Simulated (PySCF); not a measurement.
Run report: C₃H₅BrGe, excited-state calculation

The run: excited-state calculation of C₃H₅BrGe. Method and program: TDDFT wB97X-D/def2-SVPD, vertical, gas phase, core orbitals frozen in the response (PySCF 2.14.0).

The geometry comes from this level: PBE0-D3(BJ)/def2-SVP.

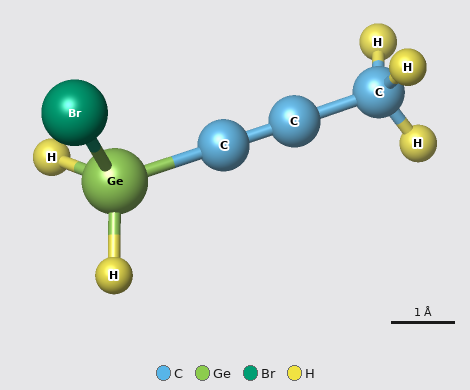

*The structure as given in the input (ball-and-stick view, seen at a tilt). Sticks mark near contacts.*

## Input file
```
{"job": {"kind": "uv", "xc": "wB97X-D", "basis": "def2-SVPD", "ip": true}, "charge": 0, "multiplicity": 1}
C     -1.515225     0.535188     0.134634
C     -0.101627     0.261444    -0.036629
C      1.085654     0.025973    -0.173574
Ge     2.934510    -0.294474    -0.316865
Br     3.829808    -0.248489     1.816654
H     -1.698396     1.045565     1.093022
H     -1.893215     1.181865    -0.672216
H     -2.100435    -0.397305     0.128540
H      3.216735    -1.688601    -0.887111
H      3.619719     0.816586    -1.120940
```

The first line tells a small driver script what to run in PySCF; the rest is the geometry in Å.

Run on 1 CPU thread, shared host.

Run as:
```bash
OMP_NUM_THREADS=1 python <driver script> task.json out
```

## What the program printed
```
coarse grid: 42648 points
cycle   1  E = -4767.8417215755  dE = -1.237e+00  |g| = 5.167e-01  |ddm| = 5.752e+00
cycle   2  E = -4767.8632669569  dE = -2.155e-02  |g| = 4.886e-01  |ddm| = 1.991e+00
cycle   3  E = -4767.8982286330  dE = -3.496e-02  |g| = 4.017e-02  |ddm| = 9.561e-01
cycle   4  E = -4767.8984984988  dE = -2.699e-04  |g| = 1.838e-02  |ddm| = 1.357e-01
cycle   5  E = -4767.8985661956  dE = -6.770e-05  |g| = 1.230e-02  |ddm| = 7.945e-02
cycle   6  E = -4767.8986033155  dE = -3.712e-05  |g| = 1.708e-03  |ddm| = 2.244e-02
cycle   7  E = -4767.8986043885  dE = -1.073e-06  |g| = 4.558e-04  |ddm| = 8.594e-03
final grid: 86600 points
cycle   8  E = -4767.8983511552  dE = -8.243e-07  |g| = 4.053e-04  |ddm| = 1.588e-02
cycle   9  E = -4767.8983511744  dE = -1.917e-08  |g| = 3.353e-04  |ddm| = 2.655e-03
cycle  10  E = -4767.8983511941  dE = -1.971e-08  |g| = 1.068e-04  |ddm| = 6.173e-04
cycle  11  E = -4767.8983511970  dE = -2.927e-09  |g| = 3.879e-05  |ddm| = 3.530e-04
cycle  12  E = -4767.8983511975  dE = -5.439e-10  |g| = 9.315e-06  |ddm| = 1.220e-04
```

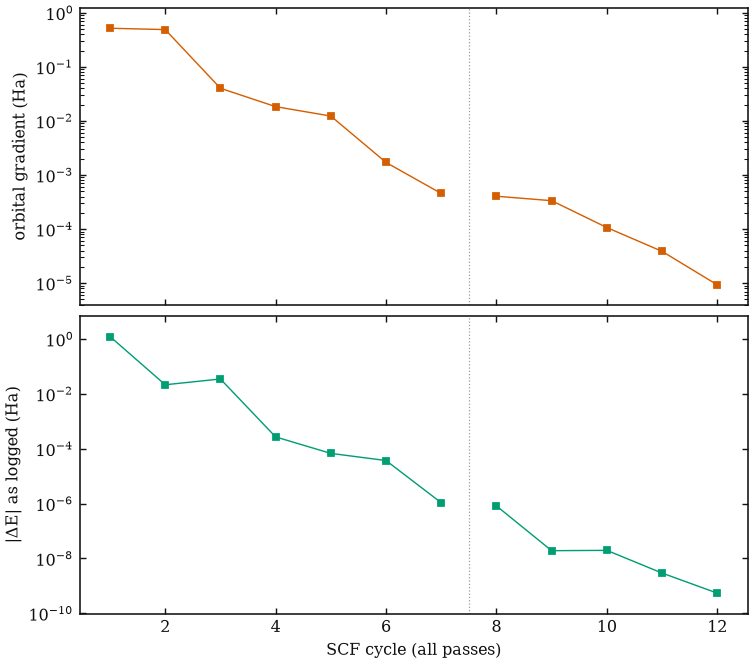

*Convergence of the self-consistent field: orbital gradient and size of the energy change against the SCF cycle. The dotted line marks the change from a coarse to the final integration grid.*

The first 7 cycles use a coarse grid, the final grid takes over at cycle 8, and the field converges after 12 cycles in all.

```
converged SCF energy = -4767.8983511975

Static polarisability (au): isotropic 88.983, principal 67.730 81.263 117.955

Singlet excitations
state   eV       nm        f      main configurations
  1   5.6637    218.9   0.00026   H-1->L 0.74
  2   5.9847    207.2   0.04116   H->L 0.66, H-1->L+2 0.18
  3   6.1518    201.5   0.01131   H-2->L 0.75, H-1->L 0.11
  4   6.2571    198.1   0.00208   H->L+2 0.70, H-3->L+2 0.10, H-2->L 0.10
  5   6.2915    197.1   0.01137   H-3->L 0.80
  6   7.2929    170.0   0.07987   H->L+1 0.47, H->L 0.15, H-1->L+2 0.12
  7   7.3607    168.4   0.00162   H-1->L+1 0.74
  8   7.7009    161.0   0.00279   H-2->L+1 0.74
  9   7.7299    160.4   0.42023   H->L+1 0.26, H-1->L+2 0.24, H->L+3 0.12
 10   7.8496    157.9   0.00875   H-3->L+1 0.65, H->L+3 0.23

Triplet excitations (Tamm-Dancoff, eV): 4.9015 5.3297 5.4416 5.7193
Vertical ionisation energy (delta-SCF) = 10.0110 eV
```

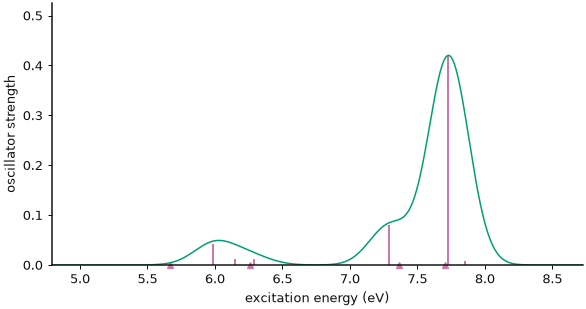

*Computed excitations as sticks (degenerate states added up, dark ones marked on the axis), with a Gaussian envelope of 0.35 eV full width at half maximum, scaled to the tallest.*

Of the 10 states the lowest lies at 5.66 eV (f = 0.000); the strongest line is at 7.73 eV, or 160 nm (f = 0.420).

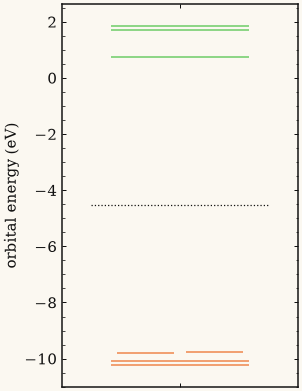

*Orbital energies near the frontier; the dotted line parts filled from empty levels, and levels within 0.02 eV of each other stand side by side.*

Highest filled −9.77 eV, lowest empty 0.73 eV, 10.50 eV apart.

## Results in brief

| quantity | value |
| --- | --- |
| outcome | converged |
| total energy | −4767.898351 hartree |
| HOMO | −9.77 eV |
| LUMO | 0.73 eV |
| dipole moment | 2.90 D |
| mean polarisability | 88.98 a.u. |
| vertical ionisation energy | 10.01 eV |
| lowest singlet excitation | 5.66 eV |
| wall time | 2.2 min |
| peak memory | 0.9 GiB |

## Remarks

Spin–orbit coupling is left out, which matters for the heavy atoms.
